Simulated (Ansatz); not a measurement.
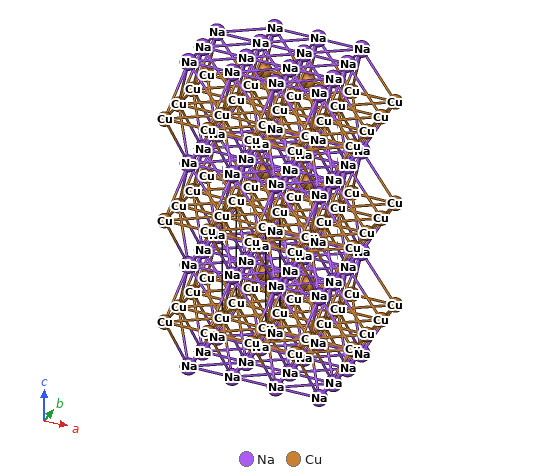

NaCu (space group P-6m2, No. 187): the end point of a relaxation with DFT PBE, scalar-relativistic, plane waves, PAW (Ansatz); the starting structure was generated, so it need not be a known form of this composition.

Bonds are taken as Cu–Cu below 3.2 Å, Cu–Na below 3.4 Å and Na–Na below 3.2 Å. The graph is simplified in the usual way: terminal and isolated atoms are pruned, two-connected atoms become edges.

Question: What kind of net remains, and which atoms are its nodes?

Answer: A uninodal 12-connected, three-periodic net: Na and Cu are 12-connected nodes.

Question: Name the underlying net.

Answer: It is the hcp net, known from hexagonal close packing.

Question: Is the net interpenetrated?

Answer: It is a single net, without interpenetration.

Question: Give the first five terms of the coordination sequence (nodes one, two, three … edges away).

Answer: Na and Cu: 12, 44, 96, 170, 264.

The simplified net, drawn on the atoms' positions. Nodes are coloured by element. Short stubs are edges that leave the cut-out.

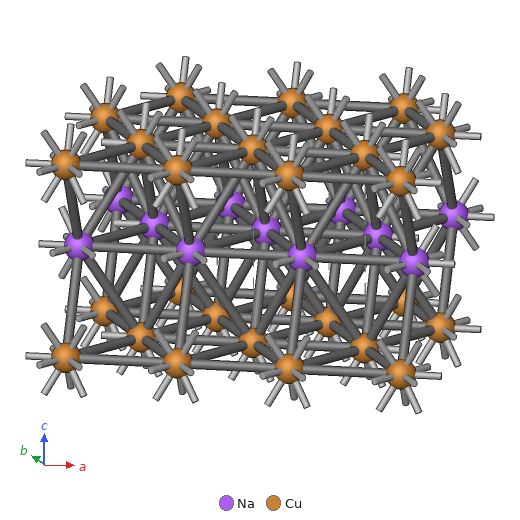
